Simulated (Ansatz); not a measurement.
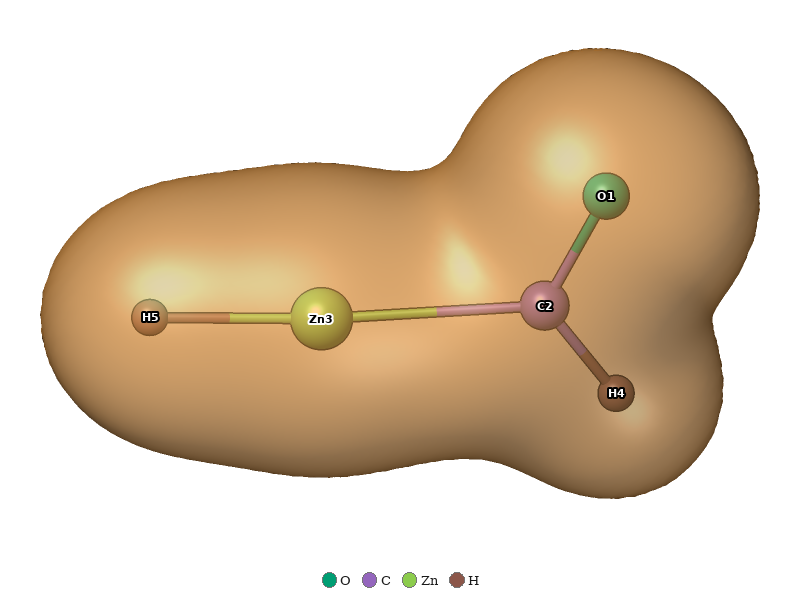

Figure. CH2OZn. Isosurface of the total electron density at 0.05 e/Å³ (orange), seen at a tilt.

Geometry: PBE0-D4/def2-TZVP.

Level of theory: RKS PBE0-D4/def2-TZVPP in Ansatz 0.2.0.

Input

```
crystal:
  periodic: [false, false, false]
  atoms:
    - {symbol: O, position_ang: [-0.455751, -1.329784, 1.059828]}
    - {symbol: C, position_ang: [-0.612406, -0.611234, 0.100520]}
    - {symbol: Zn, position_ang: [0.738672, 0.830635, -0.226517]}
    - {symbol: H, position_ang: [-1.505505, -0.795531, -0.549079]}
    - {symbol: H, position_ang: [1.834989, 1.905915, -0.384752]}
basis:
  gaussian: {orbitals: def2-TZVPP}
hamiltonian: {xc: pbe0, dispersion: d4}
output: {orbitals: {seedname: orbitals}}
```

Run with:

```sh
ansatz run in.yaml --threads 2 --pin off --events-out ev --progress --plain --max-ram 4352MiB
```

Question: How is the density connected at this value?

Answer: At this value the surface is in one piece. It bridges the sampled C–O (1.21 Å), C–Zn (2.00 Å), C–H (1.12 Å) and Zn–H (1.54 Å) contacts, where the density stays above the isovalue. On the grid the lowest density along these lines, outside the cores, is 2.8 e/Å³ (C–O, 1.21 Å), 0.72 e/Å³ (C–Zn, 2.00 Å), 1.9 e/Å³ (C–H, 1.12 Å) and 0.79 e/Å³ (Zn–H, 1.54 Å).
